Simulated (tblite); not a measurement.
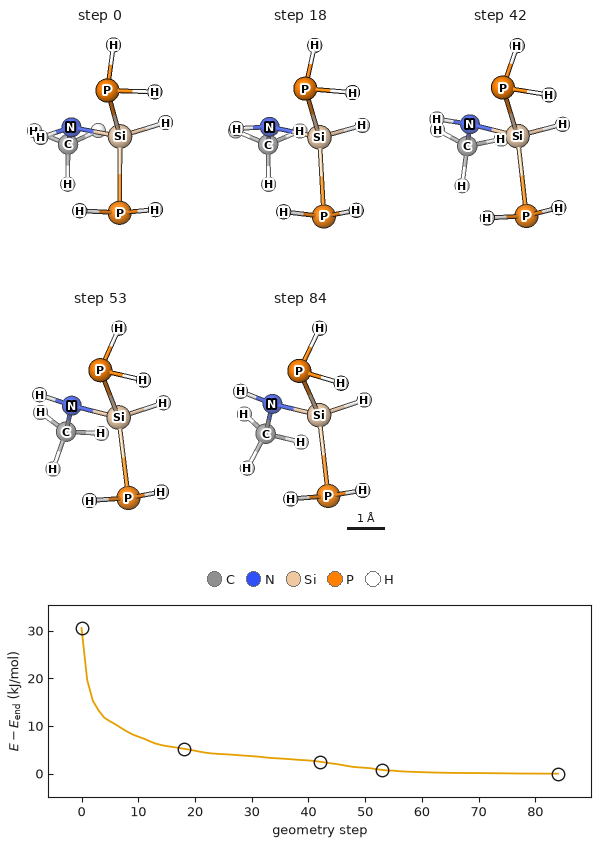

Frames of a relaxation of CH$_{9}$NP$_{2}$Si, marked on the history of the run. Style: ball-and-stick. Shown from a free direction.

Method: GFN2-xTB geometry optimisation, gas phase in tblite. 

Describe the path.

The energy falls by 30.6 kJ/mol in 84 geometry steps. The largest moves after the best rigid fit, 0.84 Å, are those of H atoms. Largest moves by element: H 0.84 Å, P 0.33 Å, N 0.21 Å, C 0.21 Å, Si 0.12 Å. Near-neighbour distances that change, for instance: P–Si 2.186 → 2.270 Å, P–Si 2.201 → 2.253 Å, H–P 1.415 → 1.381 Å, N–Si 1.688 → 1.719 Å. Bond angles that change, for instance: Si–N–H 109.3° → 118.4°, P–Si–H 112.6° → 105.3°, P–Si–P 108.7° → 114.2°. Groups turn about N–Si by about 35°. From step 0 to 18: an H atom moves most (0.28 Å), energy −25.3 kJ/mol. From step 18 to 42: an H atom moves most (0.27 Å), energy −2.73 kJ/mol. From step 42 to 53: an H atom moves most (0.31 Å), energy −1.73 kJ/mol. From step 53 to 84: an H atom moves most (0.26 Å), energy −0.79 kJ/mol.

```
step  E − E(0), kJ/mol
   0              0.00
   1            -10.90
   2            -15.28
   3            -17.29
   4            -18.81
   5            -19.57
   6            -20.23
   7            -20.99
   8            -21.72
   9            -22.34
  10            -22.80
  14            -24.55
  18            -25.34
  22            -26.20
  26            -26.55
  29            -26.82
  33            -27.23
  37            -27.56
  41            -27.91
  45            -28.56
  49            -29.26
  53            -29.79
  57            -30.12
  61            -30.30
  65            -30.41
  68            -30.44
  72            -30.48
  76            -30.53
  80            -30.56
  84            -30.58
```
